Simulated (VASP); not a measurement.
Energy against volume of Li2Se (antifluorite). Computed with MS2 meta-GGA, VASP's PBE PAW potentials (set 64) (plane waves; VASP).

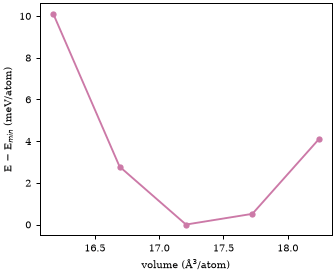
Fig. 1. Energy against volume

Question: Estimate the equilibrium volume and the bulk modulus.

Answer: The minimum lies near 17.4 Å³/atom, and the curvature gives B0 of about 35 GPa.

Measured: a 6.002 Å (computed value off by -1.2 %), as given by Syrotyuk et al., Condensed Matter Physics (2015), arXiv:1510.06546. The calculation is for a static lattice, while the measured a holds thermal and zero-point effects, which are part of the difference.

The compound is Li2Se in the antifluorite structure. It was relaxed first.
